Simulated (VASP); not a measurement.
Band structure of CuI (zinc blende). Method: revPBE GGA, VASP's PBE PAW potentials (set 64) (plane waves; VASP).

Unless said otherwise, spin-orbit coupling is left out, though it shifts the bands of the heavy elements here.

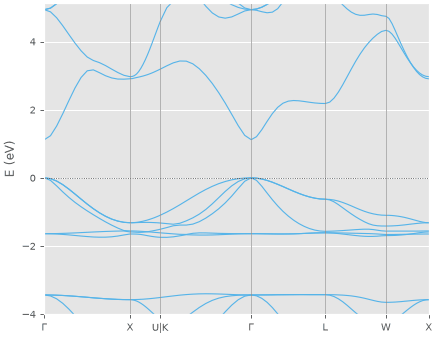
*Bands along high-symmetry lines, zero at the valence-band maximum or, without a gap, the Fermi level*

Problem. Read the plot: is there a gap, and where are the band edges?

Solution. The gap is direct, 1.12 eV, from the valence maximum at Γ to the conduction minimum at Γ. (Edges off the drawn lines would not show.)

Measured: gap 3.12 eV (computed value off by -2.00 eV), as given by Abedi et al., (2022), arXiv:2211.14644.

The compound is CuI in the zinc blende structure. It was relaxed first, which changed the volume by +6 %.
